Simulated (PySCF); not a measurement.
**Run report: C₅H₈FO, EPR calculation**

- system: C₅H₈FO, multiplicity 2
- method: UKS B3LYP, pcH-1 on C F H O, non-relativistic, mean-field spin-orbit, GIAO (PySCF 2.14.0)

It belongs to a series of runs on one base structure; here: H added to acyl C.

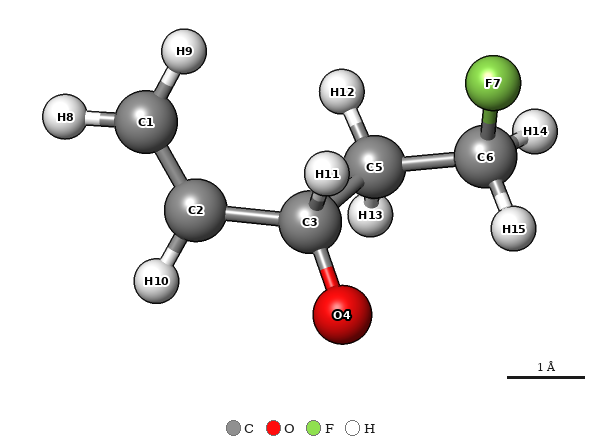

*The structure as given in the input (ball-and-stick view, seen on its broad side; atoms are numbered from 1 in the order of the input).*

Bond lengths as drawn: C–C 1.32 to 1.57 Å, C–F 1.38 Å, C–H 1.08 to 1.12 Å and C–O 1.31 Å.

**Key numbers**

- outcome: converged
- total energy: −370.337098 hartree
- ⟨S²⟩: 0.754
- isotropic g: 2.0166
- hardware: 1 CPU thread, shared host
- wall time: 56 s
- peak memory: 0.95 GiB

**Notes**

Checks after the run noted: orbitally degenerate or nearly so: second-order g, spin-orbit hyperfine and D do not apply.

**Input file**
```
{"job": {"kind": "epr", "basis": "pcH-1"}, "charge": 0, "multiplicity": 2}
C      2.348090    -0.513754     0.203847
C      1.626942     0.408874    -0.413689
C      0.207881     0.776165    -0.034197
O     -0.218013     1.938035    -0.456984
C     -0.799479    -0.400069    -0.302338
C     -2.113476    -0.138576     0.408711
F     -1.946473    -0.310847     1.765392
H      3.340167    -0.771382    -0.126687
H      1.976088    -1.054704     1.059541
H      2.024511     0.972928    -1.245210
H      0.223777     0.824711     1.087701
H     -0.368322    -1.341561     0.034891
H     -0.972334    -0.438409    -1.377541
H     -2.895090    -0.838456     0.097751
H     -2.438684     0.895034     0.254278
```

The first line tells a small driver script what to run in PySCF; the rest is the geometry in Å.

Run as:
```bash
OMP_NUM_THREADS=1 python <driver script> task.json out
```

**Output**
```
UKS, coarse grid
  cycle   1  E = -370.09627363  |g| = 7.15e-01
  cycle   2  E = -366.85702154  |g| = 2.18e+00
  cycle   3  E = -370.15063810  |g| = 5.26e-01
  cycle   4  E = -370.31277822  |g| = 2.24e-01
  cycle   5  E = -370.32754745  |g| = 1.40e-01
  cycle   6  E = -370.33203126  |g| = 1.00e-01
  cycle   7  E = -370.33612800  |g| = 4.76e-02
  cycle   8  E = -370.33708196  |g| = 1.54e-02
  cycle   9  E = -370.33718597  |g| = 3.50e-03
  cycle  10  E = -370.33719319  |g| = 1.21e-03
  cycle  11  E = -370.33719419  |g| = 4.74e-04
UKS, final grid
  cycle   1  E = -370.33709726  |g| = 5.55e-04
  cycle   2  E = -370.33709723  |g| = 9.36e-04
  cycle   3  E = -370.33709758  |g| = 1.44e-04
  cycle   4  E = -370.33709766  |g| = 1.21e-04
  cycle   5  E = -370.33709773  |g| = 4.25e-05
  cycle   6  E = -370.33709774  |g| = 3.40e-05
  cycle   7  E = -370.33709775  |g| = 2.90e-05
E = -370.33709775 Eh   <S^2> = 0.7544 (exact 0.7500)
g shifts (ppm)      1          2          3
  rmc          -272       -272       -272
  gc             -6         28         44
  oz_so          32       5531      38158
  total        -246       5286      37930
hyperfine (MHz)  atom isotope    a_iso     a_fc   dipolar eigenvalues
    0   13C       1.12       1.12     -3.11     -1.83      4.94
    1   13C       7.64       7.64     -3.55     -1.25      4.80
    2   13C     -43.21     -43.21     -8.21      2.93      5.28
    3   17O     -47.47     -47.47   -242.53    120.60    121.93
    4   13C      45.51      45.51     -7.38     -6.74     14.12
    5   13C      -3.15      -3.15     -0.83     -0.56      1.39
    6   19F       4.57       4.57     -7.38     -4.01     11.39
    7    1H      -2.25      -2.25     -1.90     -0.93      2.84
    8    1H      -2.02      -2.02     -1.84     -0.60      2.44
    9    1H       0.78       0.78     -4.13     -2.73      6.86
   10    1H     366.97     366.97     -9.32     -3.51     12.83
   11    1H       1.62       1.62     -4.44     -1.96      6.41
   12    1H       0.92       0.92     -5.70     -1.59      7.29
   13    1H       7.57       7.57     -1.36     -1.31      2.67
   14    1H       3.06       3.06     -3.53     -3.28      6.81
```

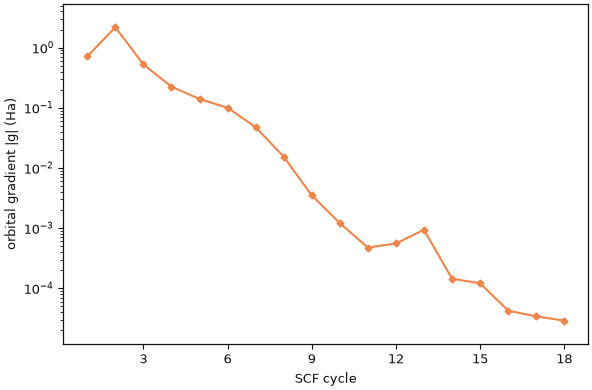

*Convergence of the self-consistent field: orbital gradient |g| against the SCF cycle.*

All cycles printed in the log are drawn one after another.

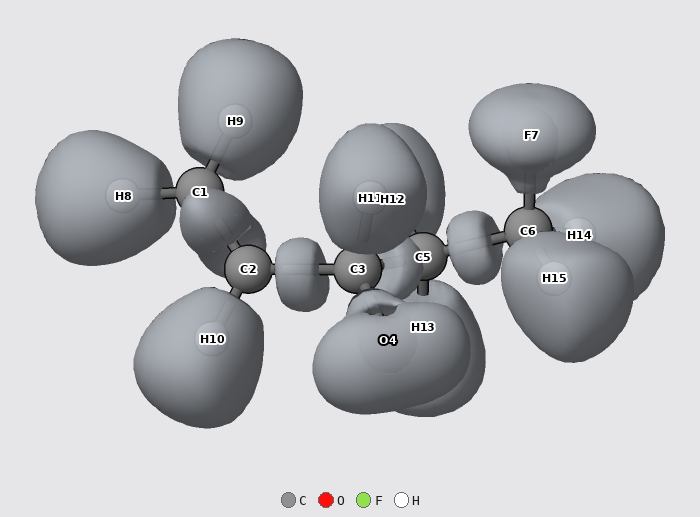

*Isosurface of the electron localisation function at 0.75 (grey), seen at a tilt. Core shells and regions of very low density are left out.*

Along the contacts the grid gives the following. C–O (1.31 Å): the ELF peaks at about 0.90 between the atoms (a shared but strongly polarised pair). C–C (1.32 Å): the ELF peaks at about 0.95 between the atoms (a double or triple bond).

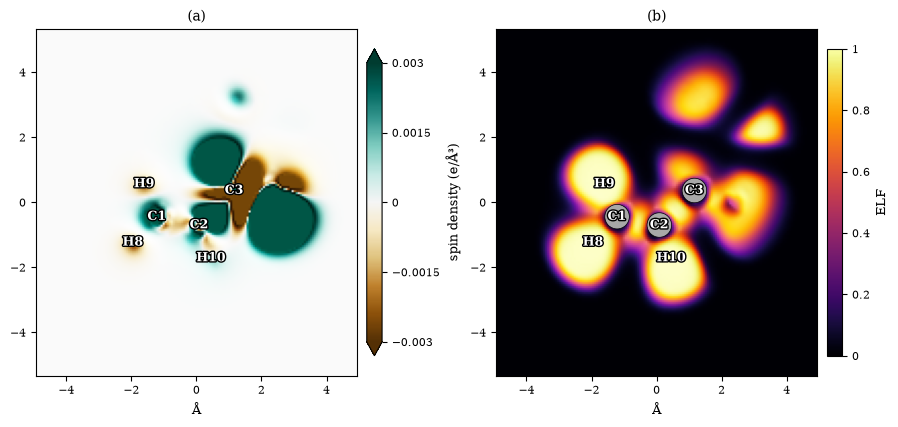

*(a) spin density (α minus β); (b) ELF on the plane of atoms C2, C1 and H9. Grey discs, where drawn, cover atomic cores.*

C–C (1.32 Å): the ELF peaks at about 0.95 between the atoms; a double or triple bond. C–H (1.08 Å): the ELF climbs to about 1 towards the hydrogen, as it does in any bond to H (a covalent bond by its length). The unpaired spin (1 electron) lies mostly on O4 (about 0.7), H11 (about 0.1) and C3 (about 0.1), in electrons by Hirshfeld's partition.
